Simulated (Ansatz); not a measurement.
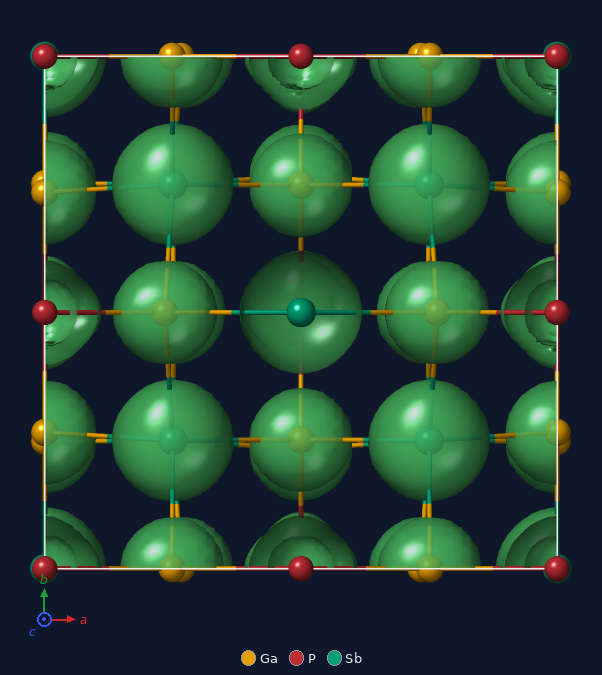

*Ga8Sb5P3. Isosurface of the valence pseudo-density at 0.6 e/Å³ (green), seen along the c axis. Sticks mark near contacts.*

Space group I-4m2; a generated structure, not necessarily the stable one.

The calculation used DFT PBEsol, spin-orbit coupling, plane waves, PAW in Ansatz 0.2.0.

The density is the valence pseudo-density of a PAW calculation; it isn't the true density close to the nuclei.

What does this surface tell about the bonding?

Answer. At this value the density breaks into separate islands; it holds about 70 % of the electrons treated as valence (semicore included). It bridges none of the near contacts. It is pinched off along the shortest Ga–P (2.39 Å), Ga–Sb (2.59 Å) and Ga–P (2.44 Å) contacts. On the grid the lowest density along these lines, outside the cores, is 0.5 e/Å³ (Ga–P, 2.39 Å), 0.44 e/Å³ (Ga–Sb, 2.59 Å) and 0.46 e/Å³ (Ga–P, 2.44 Å).
